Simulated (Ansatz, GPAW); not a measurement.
# A 7-layer slab of Cu(111): work function by functional and basis, part 2 of 3

Aim: the work function of both faces of a 7-layer slab of Cu(111), and its spread over functionals and bases.

GPAW 26.7.0 and Ansatz 0.2.0; Ansatz plane waves; slab in vacuum with a dipole correction, relaxation (the session's first sound run).

So far, upper work function (eV): step 2 (relaxation) 4.82.

### Step 3. Plane waves, PBE

With the geometry fixed, the planar mean of the potential gives the vacuum level on each side.

This step: GPAW, PAW setups; slab in vacuum (GPAW 26.7.0).

run.py reads:

```python
import json
import numpy as np
from ase import Atoms
from gpaw import GPAW, PW

slab = Atoms(
    ['Cu', 'Cu', 'Cu', 'Cu', 'Cu', 'Cu', 'Cu'],
    positions=[
        [0.00000, 0.00000, 9.00000],
        [1.27633, 0.73689, 11.08423],
        [2.55266, 1.47378, 13.16847],
        [-0.00000, -0.00000, 15.26878],
        [1.27633, 0.73689, 17.36869],
        [2.55266, 1.47378, 19.46085],
        [-0.00000, -0.00000, 21.54881]],
    cell=[[2.55266, 0.0, 0.0], [1.27633, 2.21066, 0.0], [0.0, 0.0, 30.50541]],
    pbc=[True, True, False])

slab.calc = GPAW(mode=PW(400), xc='PBE', kpts={'size': (14, 14, 1), 'gamma': True},
                 occupations={'name': 'fermi-dirac', 'width': 0.1}, nbands='140%',
                 convergence={'density': 1e-05}, maxiter=200,
                 poissonsolver={'dipolelayer': 'xy'},
                 symmetry={'tolerance': 1e-3}, txt='slab.txt')
result = {}
energy = slab.get_potential_energy()
fermi = slab.calc.get_fermi_level()
v = slab.calc.get_electrostatic_potential().mean((0, 1)) - fermi
n = slab.calc.get_pseudo_density().mean((0, 1))
L = slab.cell[2, 2]
z = np.arange(len(v)) * L / len(v)
low, high = slab.positions[:, 2].min(), slab.positions[:, 2].max()
below, above = np.interp([low - 6.8, high + 6.8], z, v)
slopes = [np.interp(x, z, np.gradient(v, z)) for x in (low - 6.8, high + 6.8)]
eps = np.array([[slab.calc.get_eigenvalues(k, s) for k in range(len(slab.calc.get_ibz_k_points()))]
                for s in range(slab.calc.get_number_of_spins())]) - fermi
top, bottom = eps[eps < 0].max(), eps[eps > 0].min()
dipole = slab.get_dipole_moment()[2]
print(f'energy {energy:.4f} eV, Fermi level {fermi:.4f} eV, dipole {dipole:.5f} e A')
print(f'potential 6.8 A off the faces, from the Fermi level: lower {below:.4f} eV, upper {above:.4f} eV')
print(f'slope of the potential there: lower {slopes[0]:.5f}, upper {slopes[1]:.5f} eV/A')
print(f'nearest levels on the mesh: {top:.4f} and {bottom:.4f} eV')
print('magnetic moment', round(slab.get_magnetic_moment(), 3))
result.update(energy=energy, fermi=fermi, dipole=dipole, below=below, above=above, slopes=slopes, edges=[top, bottom],
              z=z.tolist(), v=v.tolist(), n=n.tolist(), positions=slab.positions.tolist(),
              forces=slab.get_forces(apply_constraint=False).tolist(), moments=slab.get_magnetic_moments().tolist())
json.dump(result, open('result.json', 'w'))
```

On the command line:

```console
$ OMP_NUM_THREADS=1 OPENBLAS_NUM_THREADS=1 python run.py
```

The program printed:

```text
energy -23.8677 eV, Fermi level 1.3888 eV, dipole 0.00106 e A
potential 6.8 A off the faces, from the Fermi level: lower 4.8077 eV, upper 4.8097 eV
slope of the potential there: lower -0.00035, upper 0.00024 eV/A
nearest levels on the mesh: -0.0313 and 0.0421 eV
magnetic moment 0.0
```

Elapsed: 4.1 min, on 1 thread of Arm Neoverse V1, shared host; peak memory 0.24 GiB.

This step gave:

```
dipole along the normal                    : 0.001058 e·Å
levels nearest the Fermi level on the mesh : -0.03130, 0.04207 eV from the Fermi level
upper work function                        : 4.810 eV
lower work function                        : 4.808 eV
```

The electrostatic potential energy of an electron (without an applied field's), less the Fermi level, planar mean oscillates, so the rows of the table below give means over windows of 2.12 Å about each position, cut where the curve ends. Its maxima inside the range that stand out by 2 % of the span (Å: eV): 10.1: -0.0124, 12.1: -0.0410, 14.2: 0.108, 16.3: 0.118, 18.4: 0.0676, 20.5: 0.00355. Its minima: 9.0: -18.9, 11.1: -19.0, 13.1: -19.0, 15.3: -19.1, 17.4: -19.1, 19.5: -19.1, 21.5: -18.8.

The electrostatic potential energy of an electron (without an applied field's), less the Fermi level, planar mean by z; means over each step:

```
z (Å)  electrostatic potential energy of an electron (without an applied field's), less the Fermi level, planar mean (eV)
 1.06                                                                                                                4.81
 3.18                                                                                                                4.81
 5.30                                                                                                                4.80
 7.42                                                                                                                2.74
 9.54                                                                                                               -7.97
11.66                                                                                                               -8.09
13.78                                                                                                               -7.98
15.90                                                                                                               -8.00
18.02                                                                                                               -8.04
20.14                                                                                                               -8.10
22.26                                                                                                               -5.18
24.38                                                                                                                4.73
26.50                                                                                                                4.81
28.62                                                                                                                4.81
```

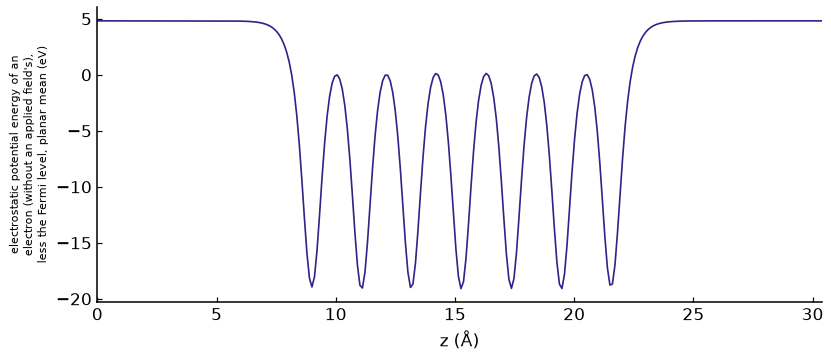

Electrostatic potential energy of an electron (without an applied field's), less the Fermi level, planar mean, plotted against z.

The pseudo valence density, planar mean oscillates, so the rows of the table below give means over windows of 2.12 Å about each position, cut where the curve ends. Its maxima inside the range that stand out by 2 % of the span (Å: e/Å³): 8.9: 2.25, 11.0: 2.35, 13.1: 2.41, 15.3: 2.43, 17.4: 2.43, 19.5: 2.42, 21.6: 2.37. Its minima: 10.0: 0.248, 12.1: 0.245, 14.2: 0.237, 16.3: 0.237, 18.4: 0.240, 20.5: 0.241.

Table of pseudo valence density, planar mean by z; means over each step:

```
z (Å)  pseudo valence density, planar mean (e/Å³)
 3.18                                           0
 5.30                                      3.3e-4
 7.42                                      0.0887
 9.54                                       0.929
11.66                                       0.933
13.78                                       0.928
15.90                                       0.928
18.02                                       0.933
20.14                                       0.936
22.26                                       0.758
24.38                                     0.00306
26.50                                      1.4e-5
```

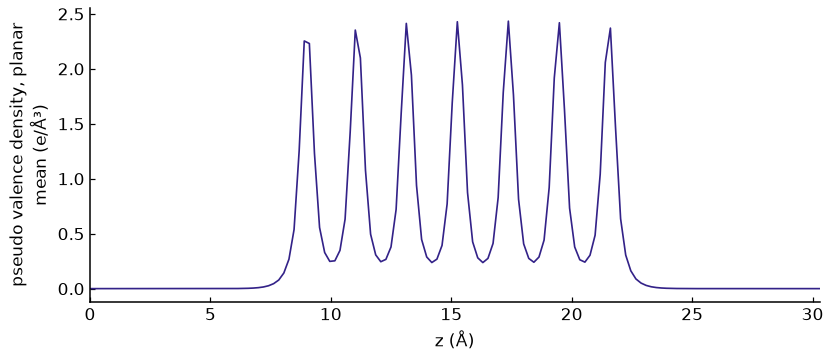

Pseudo valence density, planar mean against z.

Force by atom:

```
atom  x (eV/Å)  y (eV/Å)  z (eV/Å)    size
 Cu1    0.0000    0.0000   -0.0670  0.0670
 Cu2    0.0000    0.0000   -0.0155  0.0155
 Cu3    0.0000    0.0000    0.0337  0.0337
 Cu4    0.0000    0.0000    0.0006  0.0006
 Cu5    0.0000    0.0000    0.0008  0.0008
 Cu6    0.0000    0.0000   -0.0020  0.0020
 Cu7    0.0000    0.0000    0.0531  0.0531
```

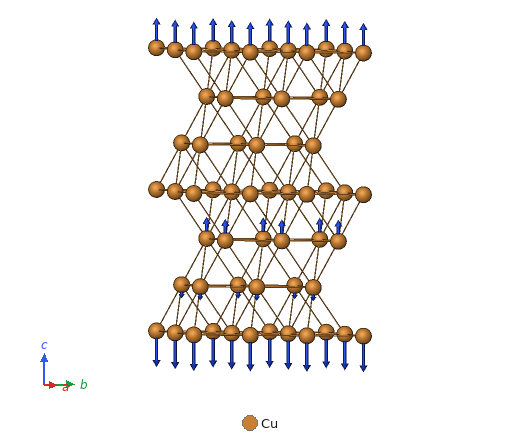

Force as arrows, the longest 0.0670 eV/Å. 2×3×1 cells are drawn. Some periodic images of atoms are drawn too.

The potential is flat to 3.5e-4 eV/Å where it is read, so the vacuum is wide enough. The geometry is the other program's minimum; here the largest force on a free atom is 0.053 eV/Å.

### Step 4. OptPBE vdW: xc = "optPBE-vdW"

The same geometry under optPBE-vdW, to see how far the functional moves the levels against the vacuum (the van der Waals functionals take revPBE setups).

run.py, as its differences from that of step 3:

```diff
@@ -18,3 +18,3 @@
 
-slab.calc = GPAW(mode=PW(400), xc='PBE', kpts={'size': (14, 14, 1), 'gamma': True},
+slab.calc = GPAW(mode=PW(400), xc='optPBE-vdW', kpts={'size': (14, 14, 1), 'gamma': True},
                  occupations={'name': 'fermi-dirac', 'width': 0.1}, nbands='140%',
```

The program printed:

```text
energy -98.3426 eV, Fermi level 1.3358 eV, dipole 0.00105 e A
potential 6.8 A off the faces, from the Fermi level: lower 4.9469 eV, upper 4.9489 eV
slope of the potential there: lower -0.00028, upper 0.00028 eV/A
nearest levels on the mesh: -0.0406 and 0.0650 eV
magnetic moment 0.0
```

Elapsed: 3.2 min, on 1 thread; peak memory 0.35 GiB.

This step gave:

* dipole along the normal: 0.001053 e·Å
* levels nearest the Fermi level on the mesh: -0.04062, 0.06498 eV from the Fermi level
* upper work function: 4.949 eV
* lower work function: 4.947 eV

The electrostatic potential energy of an electron (without an applied field's), less the Fermi level, planar mean oscillates, so the rows of the table below give means over windows of 2.12 Å about each position, cut where the curve ends. Its maxima inside the range that stand out by 2 % of the span (Å: eV): 10.1: -0.157, 12.1: -0.175, 14.2: -0.0255, 16.3: -0.0155, 18.4: -0.0678, 20.5: -0.142. Its minima: 9.0: -18.9, 11.1: -19.0, 13.1: -18.9, 15.3: -19.0, 17.4: -19.0, 19.5: -19.0, 21.5: -18.7.

The electrostatic potential energy of an electron (without an applied field's), less the Fermi level, planar mean by z; means over each step:

```
z (Å)  electrostatic potential energy of an electron (without an applied field's), less the Fermi level, planar mean (eV)
 1.06                                                                                                                4.95
 3.18                                                                                                                4.95
 5.30                                                                                                                4.93
 7.42                                                                                                                2.80
 9.54                                                                                                               -8.00
11.66                                                                                                               -8.12
13.78                                                                                                               -8.01
15.90                                                                                                               -8.03
18.02                                                                                                               -8.07
20.14                                                                                                               -8.14
22.26                                                                                                               -5.14
24.38                                                                                                                4.84
26.50                                                                                                                4.95
28.62                                                                                                                4.95
```

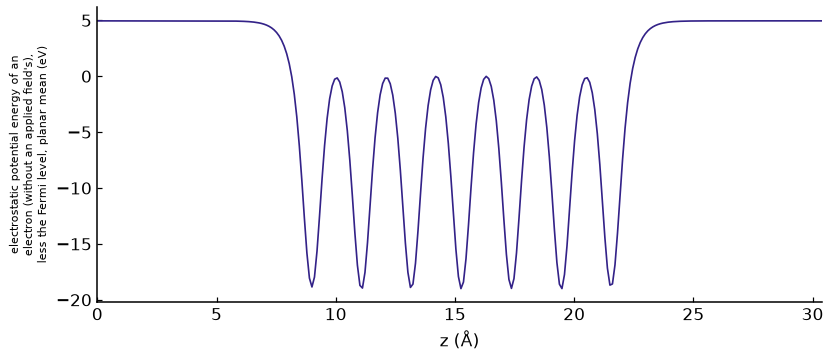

Electrostatic potential energy of an electron (without an applied field's), less the Fermi level, planar mean against z.

The pseudo valence density, planar mean oscillates, so the rows of the table below give means over windows of 2.12 Å about each position, cut where the curve ends. Its maxima inside the range that stand out by 2 % of the span (Å: e/Å³): 8.9: 2.26, 11.0: 2.36, 13.1: 2.42, 15.3: 2.44, 17.4: 2.44, 19.5: 2.43, 21.6: 2.38. Its minima: 10.0: 0.243, 12.1: 0.240, 14.2: 0.233, 16.3: 0.232, 18.4: 0.235, 20.5: 0.236.

Pseudo valence density, planar mean against z; means over each step:

```
z (Å)  pseudo valence density, planar mean (e/Å³)
 3.18                                      3.0e-6
 5.30                                      4.1e-4
 7.42                                      0.0883
 9.54                                       0.929
11.66                                       0.933
13.78                                       0.928
15.90                                       0.928
18.02                                       0.933
20.14                                       0.936
22.26                                       0.758
24.38                                     0.00329
26.50                                      2.2e-5
```

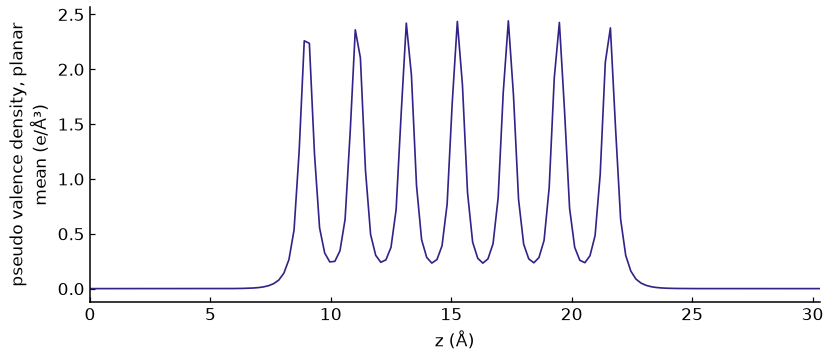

Pseudo valence density, planar mean against z.

Force by atom:

```
atom  x (eV/Å)  y (eV/Å)  z (eV/Å)   size
 Cu1     0.000     0.000    -0.321  0.321
 Cu2     0.000     0.000    -0.001  0.001
 Cu3     0.000     0.000     0.040  0.040
 Cu4     0.000     0.000     0.000  0.000
 Cu5     0.000     0.000    -0.003  0.003
 Cu6     0.000     0.000    -0.017  0.017
 Cu7     0.000     0.000     0.307  0.307
```

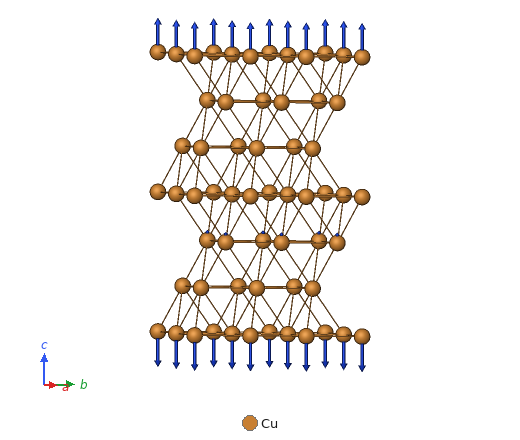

Force as arrows, the longest 0.321 eV/Å. 2×3×1 cells are drawn. Some periodic images of atoms are drawn too.

The upper face's work function is 4.949 eV, against 4.810 eV in the first plane-wave PBE run at this geometry.

### Step 5. Self-consistent run: xc = "vdW-DF2"

The same geometry under vdW-DF2, to see how far the functional moves the levels against the vacuum (the van der Waals functionals take revPBE setups).

run.py, as its differences from that of step 4:

```diff
@@ -18,3 +18,3 @@
 
-slab.calc = GPAW(mode=PW(400), xc='optPBE-vdW', kpts={'size': (14, 14, 1), 'gamma': True},
+slab.calc = GPAW(mode=PW(400), xc='vdW-DF2', kpts={'size': (14, 14, 1), 'gamma': True},
                  occupations={'name': 'fermi-dirac', 'width': 0.1}, nbands='140%',
```

The program printed:

```text
energy -415.0840 eV, Fermi level 1.3040 eV, dipole 0.00093 e A
potential 6.8 A off the faces, from the Fermi level: lower 5.1146 eV, upper 5.1204 eV
slope of the potential there: lower -0.00044, upper 0.00043 eV/A
nearest levels on the mesh: -0.0441 and 0.0917 eV
magnetic moment 0.0
```

Wall time 4.1 min (1 thread); peak memory 0.35 GiB.

Numbers from this step:

* dipole along the normal: 9.28e-4 e·Å
* levels nearest the Fermi level on the mesh: -0.04408, 0.09168 eV from the Fermi level
* upper work function: 5.120 eV
* lower work function: 5.115 eV

The electrostatic potential energy of an electron (without an applied field's), less the Fermi level, planar mean oscillates, so the rows of the table below give means over windows of 2.12 Å about each position, cut where the curve ends. Its maxima inside the range that stand out by 2 % of the span (Å: eV): 10.1: -0.347, 12.1: -0.369, 14.2: -0.217, 16.3: -0.207, 18.4: -0.262, 20.5: -0.330. Its minima: 9.0: -18.9, 11.1: -19.0, 13.1: -19.0, 15.3: -19.1, 17.4: -19.1, 19.5: -19.1, 21.5: -18.7.

Table of electrostatic potential energy of an electron (without an applied field's), less the Fermi level, planar mean by z; means over each step:

```
z (Å)  electrostatic potential energy of an electron (without an applied field's), less the Fermi level, planar mean (eV)
 1.06                                                                                                                5.12
 3.18                                                                                                                5.11
 5.30                                                                                                                5.10
 7.42                                                                                                                2.92
 9.54                                                                                                               -8.10
11.66                                                                                                               -8.26
13.78                                                                                                               -8.15
15.90                                                                                                               -8.16
18.02                                                                                                               -8.21
20.14                                                                                                               -8.27
22.26                                                                                                               -5.10
24.38                                                                                                                5.01
26.50                                                                                                                5.12
28.62                                                                                                                5.12
```

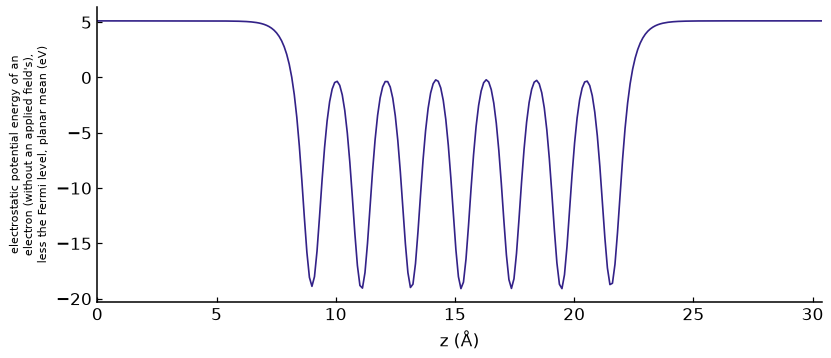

Electrostatic potential energy of an electron (without an applied field's), less the Fermi level, planar mean against z.

The upper face's work function is 5.120 eV, against 4.810 eV in the first plane-wave PBE run at this geometry.

### Step 6. Self-consistent run: xc = "RPBE"

The same geometry under RPBE, to see how far the functional moves the levels against the vacuum.

run.py, as its differences from that of step 5:

```diff
@@ -18,3 +18,3 @@
 
-slab.calc = GPAW(mode=PW(400), xc='vdW-DF2', kpts={'size': (14, 14, 1), 'gamma': True},
+slab.calc = GPAW(mode=PW(400), xc='RPBE', kpts={'size': (14, 14, 1), 'gamma': True},
                  occupations={'name': 'fermi-dirac', 'width': 0.1}, nbands='140%',
```

The program printed:

```text
energy -20.5033 eV, Fermi level 1.5510 eV, dipole 0.00106 e A
potential 6.8 A off the faces, from the Fermi level: lower 4.6326 eV, upper 4.6346 eV
slope of the potential there: lower -0.00034, upper 0.00036 eV/A
nearest levels on the mesh: -0.0325 and 0.0395 eV
magnetic moment 0.0
```

Elapsed: 3.8 min, on 1 thread; peak memory 0.24 GiB.

Numbers from this step:

| Item | Value |
| --- | --- |
| dipole along the normal | 0.001058 e·Å |
| levels nearest the Fermi level on the mesh | -0.03252, 0.03953 eV from the Fermi level |
| upper work function | 4.635 eV |
| lower work function | 4.633 eV |

The upper face's work function is 4.635 eV, against 4.810 eV in the first plane-wave PBE run at this geometry.

### Step 7. Self-consistent run: xc = "revPBE"

The same geometry under revPBE, to see how far the functional moves the levels against the vacuum.

run.py, as its differences from that of step 6:

```diff
@@ -18,3 +18,3 @@
 
-slab.calc = GPAW(mode=PW(400), xc='RPBE', kpts={'size': (14, 14, 1), 'gamma': True},
+slab.calc = GPAW(mode=PW(400), xc='revPBE', kpts={'size': (14, 14, 1), 'gamma': True},
                  occupations={'name': 'fermi-dirac', 'width': 0.1}, nbands='140%',
```

The program printed:

```text
energy -21.1434 eV, Fermi level 1.5186 eV, dipole 0.00105 e A
potential 6.8 A off the faces, from the Fermi level: lower 4.6551 eV, upper 4.6573 eV
slope of the potential there: lower -0.00036, upper 0.00029 eV/A
nearest levels on the mesh: -0.0324 and 0.0399 eV
magnetic moment 0.0
```

The job ended after 3.4 min (1 thread; peak memory 0.24 GiB).

This step gave:

```
dipole along the normal                    : 0.001053 e·Å
levels nearest the Fermi level on the mesh : -0.03243, 0.03991 eV from the Fermi level
upper work function                        : 4.657 eV
lower work function                        : 4.655 eV
```

The upper face's work function is 4.657 eV, against 4.810 eV in the first plane-wave PBE run at this geometry.

### Step 8. Self-consistent run: xc = "LDA"

The same geometry under LDA, to see how far the functional moves the levels against the vacuum.

run.py, as its differences from that of step 7:

```diff
@@ -18,3 +18,3 @@
 
-slab.calc = GPAW(mode=PW(400), xc='revPBE', kpts={'size': (14, 14, 1), 'gamma': True},
+slab.calc = GPAW(mode=PW(400), xc='LDA', kpts={'size': (14, 14, 1), 'gamma': True},
                  occupations={'name': 'fermi-dirac', 'width': 0.1}, nbands='140%',
```

The program printed:

```text
energy -30.3052 eV, Fermi level 0.9883 eV, dipole 0.00104 e A
potential 6.8 A off the faces, from the Fermi level: lower 5.1661 eV, upper 5.1685 eV
slope of the potential there: lower -0.00039, upper 0.00038 eV/A
nearest levels on the mesh: -0.0341 and 0.0478 eV
magnetic moment 0.0
```

Run time: 3 min. Hardware: 1 thread; peak memory 0.24 GiB.

Numbers from this step:

```yaml
dipole_along_the_normal: 0.001040 e·Å
levels_nearest_the_fermi_level_on_the_mesh: -0.03406, 0.04780 eV from the Fermi level
upper_work_function: 5.168 eV
lower_work_function: 5.166 eV
```

The upper face's work function is 5.168 eV, against 4.810 eV in the first plane-wave PBE run at this geometry.

[end of part 2 of 3]

[Logs are printed without paths, hosts, clocks, repeated set-up lines and the standing remarks that a program may print on its own settings, such as how far it seeks lower states.]

[Hosts, paths, dates, database ids (printed as entryN), source tags and the programs' standing remarks are cut or masked in the printed files.]
